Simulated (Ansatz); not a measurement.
**doublet C2H5N+: levels of theory compared**

Wanted: a comparison of 6 runs (UHF/STO-3G, UHF/3-21G, UHF/def2-SVPD, UB3LYP/6-31G*, RPA@PBE/def2-SVPD, UCCSD/def2-SVPD) of doublet C2H5N+. 

Program for the calculation: Ansatz 0.2.0.

48 further runs of the same task are left out: 48 set aside as unsound or not needed.

### 1 Starting point

C2H5N+: 8 atoms, total charge +1, spin state doublet. SMILES of the parent species: `C1CN1`. The shape is that of a PBE0-D4/def2-TZVP optimisation. That shape belongs to the parent species and isn't relaxed for this state.

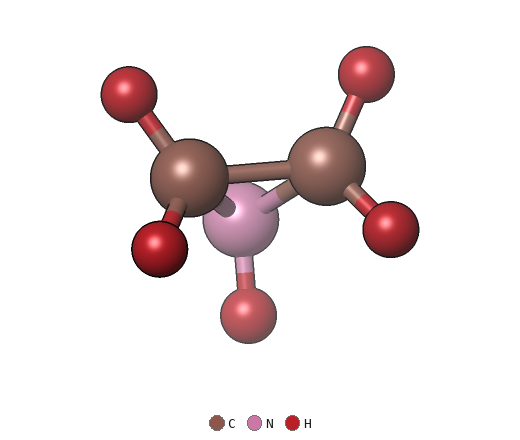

The structure, seen from a chosen angle (carbon brown, nitrogen pink, hydrogen red).

### 2 A single-point energy at UHF/STO-3G (run 1)

Contents of molecule.yaml:

```yaml
basis:
  gaussian:
    orbitals: STO-3G
crystal:
  periodic: [false, false, false]
  atoms:
    - {symbol: C, position_ang: [-0.441950, 0.372860, -0.526630]}
    - {symbol: C, position_ang: [0.701820, 0.041300, 0.342680]}
    - {symbol: N, position_ang: [-0.646410, -0.379240, 0.705850]}
    - {symbol: H, position_ang: [-0.523890, -0.146250, -1.476300]}
    - {symbol: H, position_ang: [-0.850360, 1.377350, -0.521460]}
    - {symbol: H, position_ang: [1.130680, 0.803020, 0.984310]}
    - {symbol: H, position_ang: [1.406100, -0.705720, -0.009460]}
    - {symbol: H, position_ang: [-0.775990, -1.363310, 0.501020]}
output:
  orbitals: {seedname: orbitals}
hamiltonian:
  xc: hf
magnetization:
  spin_polarized: true
  initial_magnetization: 1
total_charge: 1
accuracy: high
```

Command:

```sh
ansatz run molecule.yaml --threads 1 --pin off --max-ram 3480MiB --events-out events.jsonl --progress --plain --runs-dir runs
```

The program printed:

```text
Warning: RAYON_NUM_THREADS=1 ignored (pool sized by the plan → 1); use --threads N
Functional definition: HF
  name "HF"
  exchange = exact_x
  correlation = 0
381 factors; integrals over basis functions are off by at most 2.8e-8 eV
mean field evaluation 1: about -3566.6993 eV, gradient 1.0e1 eV
mean field evaluation 2: about -3566.8389 eV, gradient 1.0e1 eV
mean field evaluation 4: about -3568.1306 eV, gradient 2.8e0 eV
mean field evaluation 8: about -3568.4928 eV, gradient 1.0e-1 eV
mean field evaluation 16: about -3568.4910 eV, gradient 1.5e-8 eV
mean field -3568.49100252 eV, -131.1396255324 hartree, gradient 1.5e-8 eV, S^2 0.757482; 0 other end points of the search recorded, 0 dependent functions left out
reference -3568.49100252 eV, -131.1396255324 hartree; 12, 11 occupied and 8, 9 virtual orbitals, 381 factors
Total energy: -3568.49100252 eV, -131.1396255324 hartree
```

Run time: 0.12 s. Hardware: 1 thread of Arm Neoverse V2, shared host.

### 3 A single-point energy at UHF/3-21G (run 2)

Contents of input.yaml:

```yaml
crystal:
  periodic: [false, false, false]
  atoms:
    - {symbol: C, position_ang: [-0.441950, 0.372860, -0.526630]}
    - {symbol: C, position_ang: [0.701820, 0.041300, 0.342680]}
    - {symbol: N, position_ang: [-0.646410, -0.379240, 0.705850]}
    - {symbol: H, position_ang: [-0.523890, -0.146250, -1.476300]}
    - {symbol: H, position_ang: [-0.850360, 1.377350, -0.521460]}
    - {symbol: H, position_ang: [1.130680, 0.803020, 0.984310]}
    - {symbol: H, position_ang: [1.406100, -0.705720, -0.009460]}
    - {symbol: H, position_ang: [-0.775990, -1.363310, 0.501020]}
basis:
  gaussian:
    orbitals: 3-21G.json
total_charge: 1
magnetization:
  spin_polarized: true
  initial_magnetization: 1
hamiltonian:
  xc: hf
accuracy: high
output: {orbitals: {seedname: orbitals}}
```

The basis set 3-21G is read from a file made from the Basis Set Exchange's data (not shown).

Command:

```sh
ansatz run input.yaml --threads 1 --pin off --max-ram 3480MiB --events-out events.jsonl --progress --plain --runs-dir runs
```

The program printed:

```text
Warning: RAYON_NUM_THREADS=1 ignored (pool sized by the plan → 1); use --threads N
[... 4 set-up lines as earlier in the session ...]
910 factors; integrals over basis functions are off by at most 3.3e-9 eV
mean field evaluation 1: about -3588.9183 eV, gradient 1.6e1 eV
mean field evaluation 2: about -3589.2145 eV, gradient 1.6e1 eV
mean field evaluation 4: about -3590.9506 eV, gradient 2.4e0 eV
mean field evaluation 8: about -3591.0972 eV, gradient 3.1e-1 eV
mean field evaluation 16: about -3591.1015 eV, gradient 4.5e-6 eV
mean field -3591.10152753 eV, -131.9705470007 hartree, gradient 2.5e-8 eV, S^2 0.759374; 0 other end points of the search recorded, 0 dependent functions left out
reference -3591.10152753 eV, -131.9705470007 hartree; 12, 11 occupied and 25, 26 virtual orbitals, 910 factors
Total energy: -3591.10152753 eV, -131.9705470007 hartree
```

Wall time 0.28 s (1 thread of Arm Neoverse V2, shared host).

Runs 3 to 5 aren't shown in full; the table further down has their settings and results.

### 4 The energy at UCCSD/def2-SVPD (run 6)

Changes to input.yaml since step 3:

```diff
@@ -1 +1,3 @@
+basis:
+  gaussian: {orbitals: def2-SVPD}
 crystal:
@@ -11,12 +13,6 @@
     - {symbol: H, position_ang: [-0.775990, -1.363310, 0.501020]}
-basis:
-  gaussian:
-    orbitals: 3-21G.json
+correlation: {method: ccsd, frozen_orbitals: {C: 1, H: 0, "N": 1}}
 total_charge: 1
-magnetization:
-  spin_polarized: true
-  initial_magnetization: 1
-hamiltonian:
-  xc: hf
+magnetization: {spin_polarized: true, initial_magnetization: 1}
+scf: {omitted_lower_state_checks: [cluster_reference, increment]}
 accuracy: high
-output: {orbitals: {seedname: orbitals}}
```

Command:

```sh
ansatz run input.yaml --threads 1 --pin off --max-ram 3480MiB --events-out events.jsonl --progress --plain --runs-dir runs
```

The program printed, cut to the lines that bear on the results:

```text
Warning: RAYON_NUM_THREADS=1 ignored (pool sized by the plan → 1); use --threads N
[... 2 set-up lines as earlier in the session ...]
[...]
2065 factors; integrals over basis functions are off by at most 3.2e-9 eV
[...]
mean field -3609.13435221 eV, -132.6332410845 hartree, gradient 5.8e-8 eV, S^2 0.761394; 1 other end points of the search recorded, 0 dependent functions left out
3 core orbitals not correlated: weight in the atoms' cores, before any rotation towards them, 1.000 or more for the frozen orbitals, at most 0.000 for the correlated occupied ones
reference -3609.13435221 eV, -132.6332410845 hartree; 9, 8 occupied and 88, 89 virtual orbitals, 2065 factors
second order -11.38917873 eV of doubles, -0.00000000 eV of singles
cycle   1  -12.03717752 eV  change   -6.5e-1 eV  update   7.9e-2
[...]
cycle  25  -12.49610442 eV  change   -1.3e-9 eV  update   1.1e-9
Total energy: -3621.63045663 eV, -133.0924644520 hartree
Checks for a lower state left out: cluster_reference, increment
```

It took 45 s on 1 thread of Arm Neoverse V2, shared host; peak memory 1.5 GiB.

### 5 The series

```tsv
run	level	frozen core orbitals	energy (Eh)	HOMO energy (eV)	LUMO energy (eV)	⟨S²⟩	wall time
1	UHF/STO-3G	–	-131.139626	-19.93	-4.88	0.757	0.12 s
2	UHF/3-21G	–	-131.970547	-20.15	-6.20	0.759	0.28 s
3	UHF/def2-SVPD	–	-132.633241	-20.05	-6.64	0.761	3.3 s
4	UB3LYP/6-31G* (spherical functions)	–	-133.565019	-16.31	-12.49	0.753	5.1 s
5	RPA@PBE/def2-SVPD	3	-133.319847	–	–	0.752	12 s
6	UCCSD/def2-SVPD	3	-133.092464	–	–	0.761	45 s
```

### 6 Outcome

```
                                          quantity          value
                               run 6: total energy  -133.09246 Eh
run 6: correlation energy (3 core orbitals frozen)     -459.2 mEh
          run 6: ⟨S²⟩ of the reference determinant          0.761
                              run 6: T1 diagnostic          0.024
```

In words: In run 1 the basis is minimal, so the values are rough. All runs together took 66 s, the longest 45 s.
